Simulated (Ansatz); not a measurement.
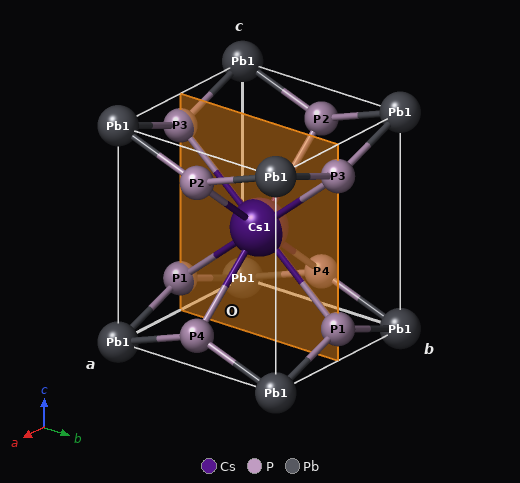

The shaded plane is a symmetry element of the crystal. Crystal: CsP4Pb, coordinates from a relaxation with Ansatz, DFT PBE, scalar-relativistic, plane waves, PAW; the starting structure was generated, so it need not be a known form of this composition. Symmetry computed with spglib at a tolerance of 0.002 Å; standard conventional cell.

a = 5.810 Å, b = 5.810 Å, c = 6.855 Å, α = 90.00°, β = 90.00°, γ = 90.00°.

```json
{"atom": "Cs1", "x": "0.5000", "y": "0.5000", "z": "0.5000"}
{"atom": "P1", "x": "0.5000", "y": "0.0000", "z": "0.1466"}
{"atom": "P2", "x": "0.0000", "y": "0.5000", "z": "0.8534"}
{"atom": "P3", "x": "0.5000", "y": "0.0000", "z": "0.8534"}
{"atom": "P4", "x": "0.0000", "y": "0.5000", "z": "0.1466"}
{"atom": "Pb1", "x": "0.0000", "y": "0.0000", "z": "0.0000"}
```

Is it a mirror or a glide plane, and what is the operation?

It is a mirror plane, parallel to (1 0 0), through (1/2, 1/2, 1/2): x, y, z → −x+1, y, z.

Onto which atom does it carry each atom (up to whole multiples of a, b and c)?

Cs1 → Cs1, P1 → P1, P2 → P2, P3 → P3, P4 → P4, Pb1 → Pb1.

What is the crystal's space group?

P4/mmm (No. 123).
